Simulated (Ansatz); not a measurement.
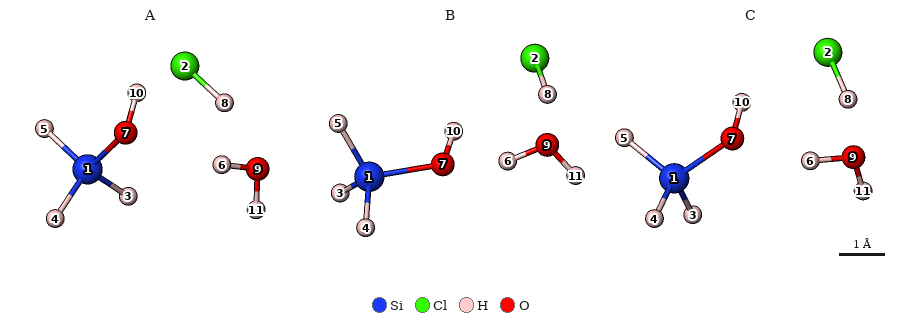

3 geometries from one relaxation of SiH₇O₂Cl, in shuffled order. A ball-and-stick model, seen at a tilt.

The run prepares an end point of a later path (reaction) calculation, from a guessed geometry.

The calculation used Ansatz, RKS PBE0/6-31G*. (no spin polarisation; force threshold 0.03 eV/Å; at most 50 steps)

> Order the frames from highest to lowest energy.

A, C, B. They are steps 0, 9, 27, at +0.374 eV, +0.030 eV relative to the last. The energy falls by 0.374 eV in 27 geometry steps. The largest force component goes from 0.99 to 0.01 eV/Å. The forces were under the threshold at step 18, but the run went on from there. The largest move after the best rigid fit is that of H3, 1.98 Å. By element the largest moves are H 1.98 Å, O 1.63 Å, Cl 1.17 Å, Si 0.44 Å. Among the contacts that change: Si1–O7 1.727 → 1.676 Å, Cl2–H8 1.314 → 1.358 Å, H6–O9 0.971 → 0.984 Å, O7–H10 0.968 → 0.973 Å. Among the angles between lasting bonds that change: Si1–O7–H10 110.4° → 116.4°.
